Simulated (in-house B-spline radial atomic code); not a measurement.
**Se³⁰⁺: many-body perturbation calculation**

- system: Se³⁰⁺, core 1s2.
- method: configuration interaction of two valence electrons with many-body perturbation theory for the core (screened one- and two-electron correlation potentials), Breit and QED, no-pair Dirac, B-spline basis (in-house B-spline radial atomic code)

The input:
```
basis_form = 3
Z = 34
core_configuration = 1s2
rms_radius = 4.14
mass_number = 80
speed_of_light = 137.035999084
box_radius = 2.812
lmax = 6
intervals = 58
virtual_cutoff = 2312.0
```

Launched within a batch (the task file carries these settings):
```bash
python <driver script> task.json out
```

The program writes its results to a structured record and prints no log; tables and figures of this report are taken from that record.

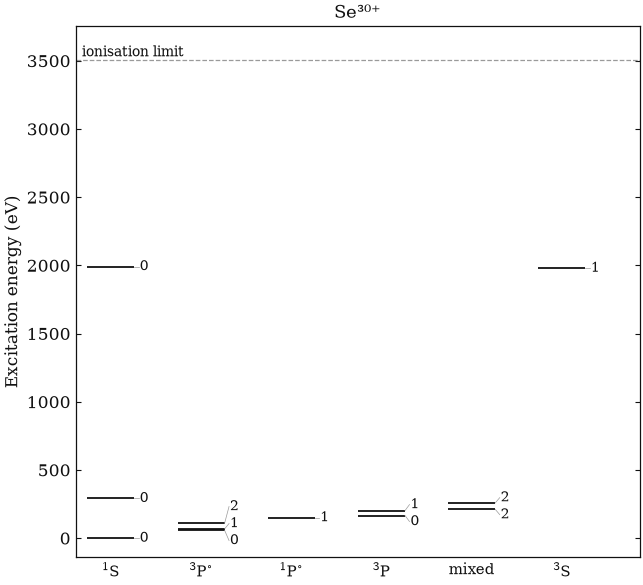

*Levels of Se³⁰⁺, two electrons outside the core 1s². CI+MBPT: configuration interaction in the frozen-core Dirac–Hartree–Fock potential with screened core-valence correlation, Breit and QED terms; computed with a B-spline radial code.*

The lowest level is 2s² ¹S₀. The first excited level, 2s 2p ³P°₀, lies at 58.6 eV. It is also the lowest level of opposite parity. The ionisation energy is 3509 eV, against 3511 eV from CI without core-valence correlation and a semi-empirical value of 3507 eV.

| Level | E (eV) |
| --- | --- |
| 2s² ¹S₀ | 0 |
| 2s 2p ³P°₀ | 58.60 |
| 2s 2p ³P°₁ | 67.52 |
| 2s 2p ³P°₂ | 107.8 |
| 2s 2p ¹P°₁ | 150.8 |
| 2p² ³P₀ | 166.1 |
| 2p² ³P₁ | 202.1 |
| 2p² J = 2 (even, mixed, level 8) | 211.4 |
| 2p² J = 2 (even, mixed, level 9) | 258.2 |
| 2p² ¹S₀ | 291.5 |
| 2s 3s ³S₁ | 1980 |
| 2s 3s ¹S₀ | 1992 |

Results in brief:

- outcome: converged
- hardware: 1 CPU thread, shared host
- wall time: 62 s
